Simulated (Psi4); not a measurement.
C₂H₈Si₂: interaction calculation (part 3 of 3)

The same run, continued: C₂H₈Si₂; B97-D3(BJ)/cc-pVDZ, RKS (Psi4 1.11). The geometry comes from this level: GFN2-xTB.

Geometry of the input (Å):
```
C  -1.5240  -1.9909  -0.6294
Si -0.2032  -1.0336  0.3547
H  -2.5281  -1.6877  -0.3419
H  -1.4453  -3.0619  -0.4610
H  -1.4171  -1.8169  -1.6965
H  -0.6054  -1.2562  1.7620
C  1.5278  1.9970  0.6252
Si 0.1914  1.0354  -0.3329
H  1.4076  1.8748  1.6977
H  1.4817  3.0608  0.4075
H  2.5247  1.6527  0.3615
H  0.5899  1.2267  -1.7471
```

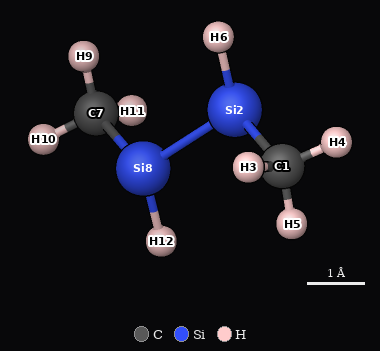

Fig. 1: The structure (ball-and-stick view, seen at a tilt; atoms are numbered from 1 in the order of the input).

What the program printed, continued:
```
    Nuclear Repulsion Energy =             48.5524134471655060
    One-Electron Energy =                -550.9248390906966506
    Two-Electron Energy =                 200.2417775935683153
    DFT Exchange-Correlation Energy =     -27.7631890648636528
    Empirical Dispersion Energy =          -0.0092620513736879
    VV10 Nonlocal Energy =                  0.0000000000000000
    Total Energy =                       -329.9030991662001497

Computation Completed

Properties will be evaluated at   0.000000,   0.000000,   0.000000 [a0]

Properties computed using the SCF density matrix

 Multipole Moments:

 ------------------------------------------------------------------------------------
     Multipole            Electronic (a.u.)      Nuclear  (a.u.)        Total (a.u.)
 ------------------------------------------------------------------------------------

 L = 1.  Multiply by 2.5417464519 to convert [e a0] to [Debye]
 Dipole X            :        -33.2780152           33.7318570            0.4538418
 Dipole Y            :        -64.4514983           64.8021103            0.3506121
 Dipole Z            :          0.4340312           -0.3589346            0.0750966
 Magnitude           :                                                    0.5783949

 ------------------------------------------------------------------------------------

	total time  =          6 seconds =       0.10 minutes

    Psi4 run time: 0:00:06.43

  //>>>>>>>>>>>>>>>>>>>>>>>>>>>>>>>>>>>//
  //          ManyBody Results         //
  //<<<<<<<<<<<<<<<<<<<<<<<<<<<<<<<<<<<//

   ==> N-Body: Valiron-Mayer Function Counterpoise (VMFC) energies <==

              MC n-Body  Total Energy            Interaction Energy                          N-body Contribution to Interaction Energy
                         [Eh]                    [Eh]                  [kcal/mol]            [Eh]                  [kcal/mol]
              §A  1     -659.804535345394        0.000000000000        0.000000000000        0.000000000000        0.000000000000
     FULL/RTN §A  2     -659.903392666898       -0.098857321505      -62.033905796495       -0.098857321505      -62.033905796495

   MC Legend: §A: "(auto)"

   ==> N-Body: Non-Counterpoise Corrected (NoCP) energies <==

              MC n-Body  Total Energy            Interaction Energy                          N-body Contribution to Interaction Energy
                         [Eh]                    [Eh]                  [kcal/mol]            [Eh]                  [kcal/mol]
              §A  1     -659.804535345394        0.000000000000        0.000000000000        0.000000000000        0.000000000000
     FULL/RTN §A  2     -659.904989030849       -0.100453685455      -63.035639298895       -0.100453685455      -63.035639298895

   MC Legend: §A: "(auto)"

   ==> N-Body: Counterpoise Corrected (CP) energies <==

              MC n-Body  Total Energy            Interaction Energy                          N-body Contribution to Interaction Energy
                         [Eh]                    [Eh]                  [kcal/mol]            [Eh]                  [kcal/mol]
              §A  1     -659.804535345394        0.000000000000        0.000000000000        0.000000000000        0.000000000000
     FULL/RTN §A  2     -659.903392666898       -0.098857321505      -62.033905796495       -0.098857321505      -62.033905796495

   MC Legend: §A: "(auto)"

[set-up sections that repeat, and orbital energies of the middle runs, are left out above]
```

Standard output:
```
E = -0.098857322
```

Summary:

| quantity | value |
| --- | --- |
| outcome | converged |
| basis functions | 104 |
| wall time | 28 s |
| peak memory | 0.94 GiB |

Settings chosen away from the usual ones: orbital_optimizer_package set to ooo.
